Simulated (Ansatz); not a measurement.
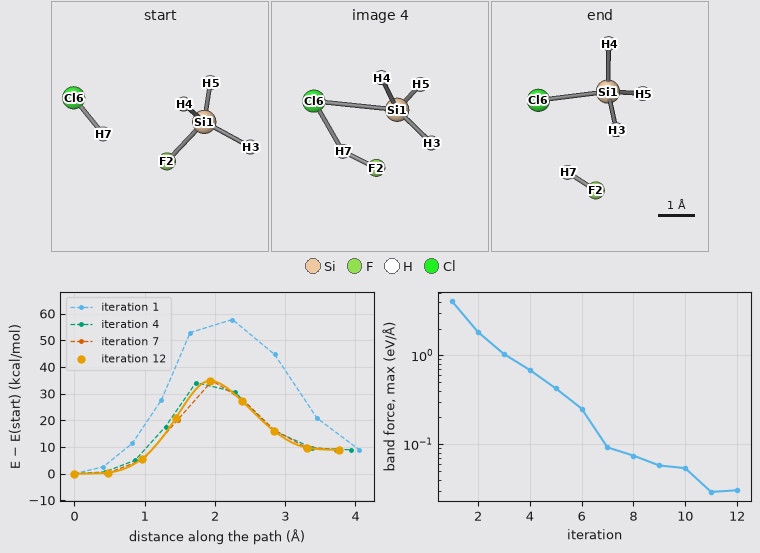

A nudged-elastic-band calculation for SiH4ClF. Images are numbered from 0 (start) to 8 (end). The plot follows the band through its iterations. A ball-and-stick model, seen at a tilt.

Level of theory: RKS B3LYP/def2-SVP in Ansatz. Settings: 7 movable images; climbing image; force threshold 0.05 eV/Å; iteration limit 60; starting path through a guess of the saddle point.

Judge this run.

Answer. The result is final at these settings. The band converged in 12 iterations. The largest component of the band force went from 4.1 to 0.03 eV/Å. The climbing image converged on the top of the path. Its vibrational analysis gives one imaginary mode (458i cm⁻¹), as a transition state must have. The first iteration put the highest image at 57.8 kcal/mol. The energy climbs by 34.8 kcal/mol to image 4 and then falls by 25.8 kcal/mol, so the end point sits at +8.9 kcal/mol.

The run took 2.3 min on 1 thread of Arm Neoverse V2, on a shared host, peak memory 0.13 GiB.
